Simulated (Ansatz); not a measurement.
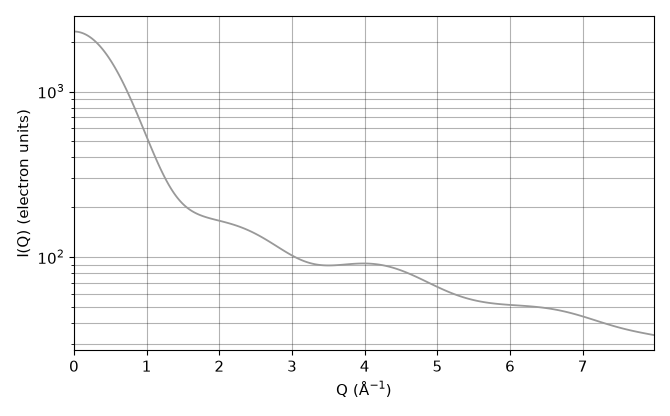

Elastic X-ray scattering of a randomly oriented, rigid molecule, calculated with the Debye equation from neutral-atom form factors (independent atoms, no Compton part, no vibration). The geometry is the end point of an optimisation (RKS PBE/def2-SVP in Ansatz 0.2.0); it may be a saddle point or a higher isomer. It contains C, Si, B, H.

How many electrons does the independent-atom model of the molecule hold?

Answer. I(0) is the square of the electron number: I(0) = 2300, so about 48 electrons, the count of C3H11BSi.

What radius of gyration does the initial fall-off give?

Answer. From I(Q) ≈ I(0) exp(−Q²R²/3) at small Q, R ≈ 2.20 Å. It is larger than the electron-weighted radius of the nuclear positions alone (2.04 Å), because each atom's electron cloud adds to it.
